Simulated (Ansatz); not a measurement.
A relaxed structure of GeS. Space group Pnma (No. 62). Method: PBEsol (plane waves to 420 eV, PAW, scalar-relativistic; Ansatz, an electronic-structure program).

```cif
data_Ge4S4
_chemical_formula_sum 'Ge4 S4'
_space_group_name_H-M_alt 'Pnma'
_space_group_IT_number 62
_space_group_name_Hall '-P 2ac 2n'
_cell_length_a 7.65229
_cell_length_b 3.67193
_cell_length_c 5.49677
_cell_angle_alpha 90.000
_cell_angle_beta 90.000
_cell_angle_gamma 90.000
loop_
_space_group_symop_operation_xyz
  'x, y, z'
  '-x, -y, -z'
  '-x+1/2, -y, z+1/2'
  'x+1/2, y, -z+1/2'
  'x+1/2, -y+1/2, -z+1/2'
  '-x+1/2, y+1/2, z+1/2'
  '-x, y+1/2, -z'
  'x, -y+1/2, z'
loop_
_atom_site_label
_atom_site_type_symbol
_atom_site_symmetry_multiplicity
_atom_site_Wyckoff_symbol
_atom_site_fract_x
_atom_site_fract_y
_atom_site_fract_z
_atom_site_occupancy
Ge1 Ge 4 c 0.11800 0.25000 0.67841 1
S1 S 4 c 0.17036 0.25000 0.11866 1
```

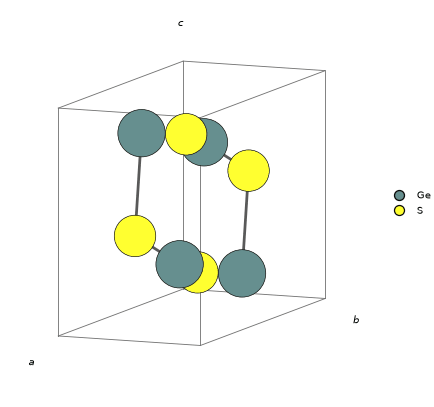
*The conventional cell of the relaxed structure*

- Volume per atom: 19.31 Å³
- Band gap: 0.26 eV, indirect (valence top at k = (0, 0, 0.1667), conduction bottom at T) (no spin-orbit coupling)
- Smallest direct gap: 1.00 eV at k = (0, 0, 0.1667)
- Shortest distances: Ge–S 2.45 Å; Ge–Ge 3.24 Å; S–S 3.45 Å
- k-mesh: 5×9×6

Band energies at high-symmetry points (eV from the VBM; labels of this space group; no spin-orbit coupling), from −5 eV up to 2.6 eV:

```tsv
point	energies
Γ	-4.91 -4.36 -4.21 -3.25 -2.91 -2.69 -2.12 -2.11 -1.14 -1.14 -0.05 1.12 1.28 2.01 2.25 2.45
X	-4.98 -4.98 -3.88 -3.88 -3.82 -3.82 -2.07 -2.07 -1.89 -1.89 -0.70 -0.70 1.94 1.94 2.54 2.54
S	-4.22 -4.22 -4.22 -4.22 -2.15 -2.15 -2.15 -2.15 2.23 2.23 2.23 2.23
Y	-4.84 -4.84 -4.61 -4.61 -2.98 -2.98 -2.82 -2.82 -1.49 -1.49 0.59 0.59
Z	-3.76 -3.76 -3.42 -3.42 -3.41 -3.41 -2.62 -2.62 -1.78 -1.78 -0.28 -0.28 1.02 1.02 1.37 1.37 2.05 2.05
U	-3.48 -3.48 -3.21 -3.21 -3.21 -3.21 -2.91 -2.91 -1.48 -1.48 -1.37 -1.37 1.55 1.55 2.38 2.38 2.55 2.55
R	-4.41 -4.41 -4.41 -4.41 -3.72 -3.72 -3.72 -3.72 -1.82 -1.82 -1.82 -1.82 1.50 1.50 1.50 1.50
T	-2.46 -2.46 -2.40 -2.40 -2.12 -2.12 -0.81 -0.81 0.26 0.26 1.29 1.29 1.87 1.87
```

No spin polarisation in the result.

The run could not lose the symmetry of its start.

The first start was generated by placing the elements on the sites of a structure type. A measured structure of GeS has the same space group, Pnma (No. 62); the sites were not compared with it.
